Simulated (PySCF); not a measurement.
C₇H₁₀Si (SMILES CC#CC1=C[SiH2][C@H]1C)

Input file:

```
{"job": {"kind": "uv", "xc": "CAM-B3LYP", "basis": "def2-SVPD", "nstates": 8, "ntriplets": 3}, "charge": 0, "multiplicity": 1}
C      3.580322    -0.911434    -0.169092
C      2.257353    -0.331947    -0.176519
C      1.160262     0.167691    -0.187832
C     -0.131247     0.706436    -0.190360
C     -0.559374     1.947214    -0.502407
Si    -2.371284     1.566778    -0.181000
C     -1.388630    -0.064378     0.171286
C     -1.635275    -1.268655    -0.724647
H      4.315689    -0.166821     0.137002
H      3.835066    -1.264783    -1.168842
H      3.618543    -1.754332     0.521497
H      0.053889     2.780484    -0.807327
H     -3.275232     1.514345    -1.328954
H     -3.014420     2.194209     0.973048
H     -1.365465    -0.395062     1.213440
H     -2.586752    -1.738815    -0.482705
H     -1.657924    -0.965356    -1.770221
H     -0.844281    -2.009256    -0.602786
```

Run with:

```sh
OMP_NUM_THREADS=1 python probes_run.py task.json out
```

Geometry: GFN2-xTB.

Method: PySCF, CAM-B3LYP/def2-SVPD, SCF density, gas phase.

Question: What can the converged electron density and electron localisation function tell about the bonding?

Answer: C–C (1.21 Å): the density is about 2.7 e/Å³ at the midpoint; the ELF peaks at about 0.85 between the atoms (a short, multiple covalent bond).
C–Si (1.88 Å): ρ is about 0.91 e/Å³ halfway; the ELF peaks at about 0.95 between the atoms, as expected for a covalent bond.
C–H (1.08 Å): ρ at the midpoint is about 2 e/Å³; the ELF climbs to about 1 towards the hydrogen, as it does in any bond to H (a covalent bond by its length).
C–C (1.35 Å): ρ at the midpoint is about 2.2 e/Å³; the ELF peaks at about 0.95 between the atoms (localised, covalent bonding).

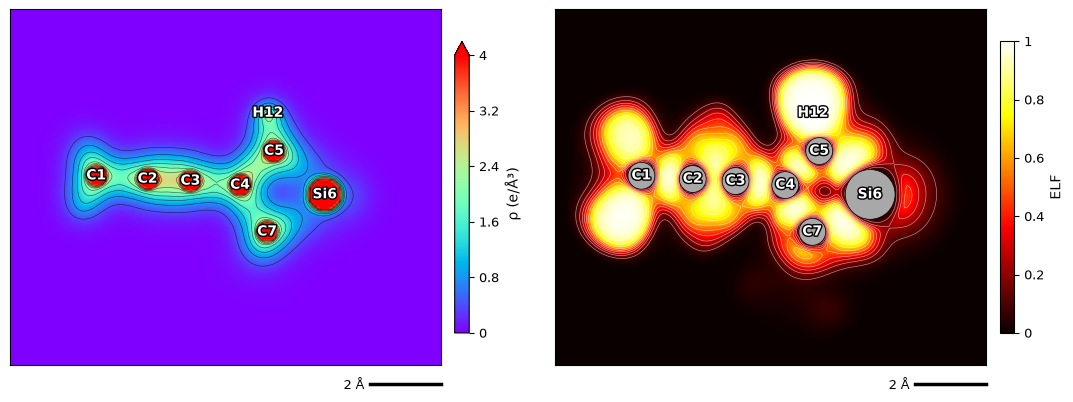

Computed electron density and electron localisation function on the plane of atoms C4, C5 and Si6, in this order. Grey discs cover the atomic cores in the ELF map. 
